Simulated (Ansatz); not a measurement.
Formation energy of the bound charge states of Cl on the O site in alpha quartz (start: the O site; 72-site cell, 2×2×2 Γ-centred sampling) against the Fermi level, Si-rich (Δμ(O) = -4.16 eV, Δμ(Cl) = -1.63 eV, bounded by SiCl4 (P2_1/c); only phases computed here count, gases as isolated molecules at 0 K). All values below come from PBE, PAW (plane waves to 420 eV; Ansatz, a program for electronic structure).

Details: 72-site cell; 2×2×2 Γ-centred k-points; host gap 5.68 eV; charged states image-corrected; finite-size errors of tenths of an eV; flagged in the runs: a host whose relaxation on this sampling wasn't shown to rest, a strain field that reaches the edge of the cell.

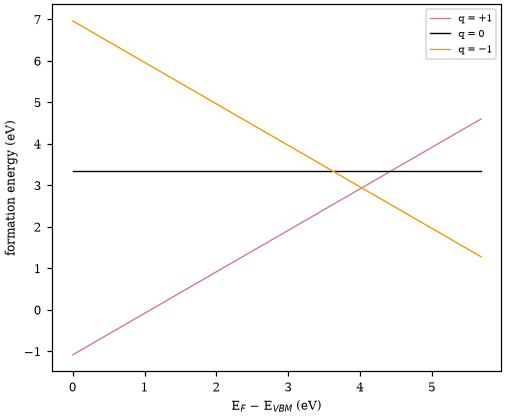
Figure. Formation energy of each charge state against the Fermi level

Crossings of the lowest lines: (+1/−1) at 4.02 eV. At the valence-band maximum: q = +1: -1.08 eV; q = 0: 3.35 eV; q = −1: 6.97 eV.
